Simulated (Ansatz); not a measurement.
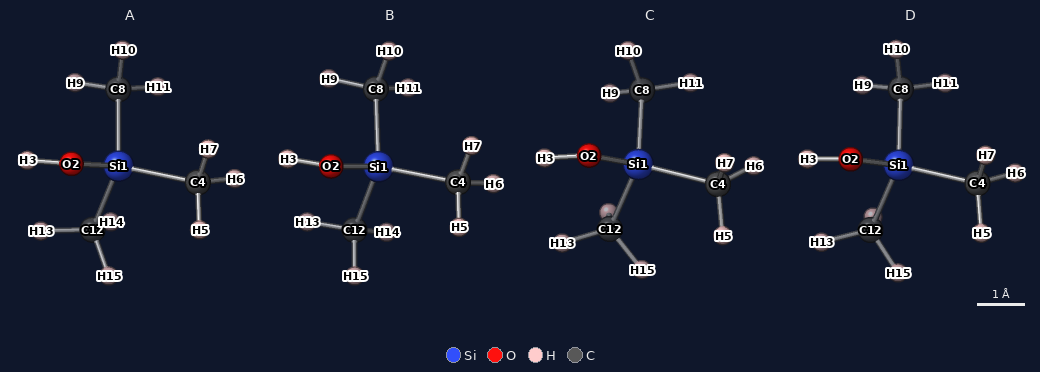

4 geometries from one relaxation of C3H10OSi, in shuffled order. The picture is a ball-and-stick view, seen at a tilt.

The run prepares the start of a later molecular dynamics calculation, from a guessed geometry.

All numbers below come from Ansatz 0.2.0, RKS PBE0/def2-SVP. Settings: no spin polarisation; force threshold 0.02 eV/Å; at most 40 steps.

Order the frames from highest to lowest energy.

C, D, A, B. They are steps 0, 2, 4, 10, at +6.88 kcal/mol, +2.42 kcal/mol, +0.85 kcal/mol relative to the last. After 9 accepted moves (10 points after the start) the energy has fallen by 6.88 kcal/mol. The largest force component goes from 2 to 0.0035 eV/Å. The line search rejected the trial step at point 9 of the run. The forces were under the threshold at step 7, but the run went on from there. H13 moves most after the best rigid fit: 0.96 Å. By element the largest moves are H 0.96 Å, O 0.24 Å, C 0.16 Å, Si 0.06 Å. Among the contacts that change: O2–H3 1.010 → 0.961 Å, Si1–C12 1.869 → 1.880 Å, C12–H13 1.110 → 1.102 Å. Bond angles that change, for instance: Si1–O2–H3 109.5° → 116.3°, O2–Si1–C4 109.4° → 104.8°, Si1–C8–H9 109.5° → 111.7°. Groups turn about Si1–C12 by about 50°, Si1–C8 by about 35°, Si1–C4 by about 30°. Cost: 22 s on 4 threads of Arm Neoverse V1, on a shared host, peak memory 0.31 GiB.
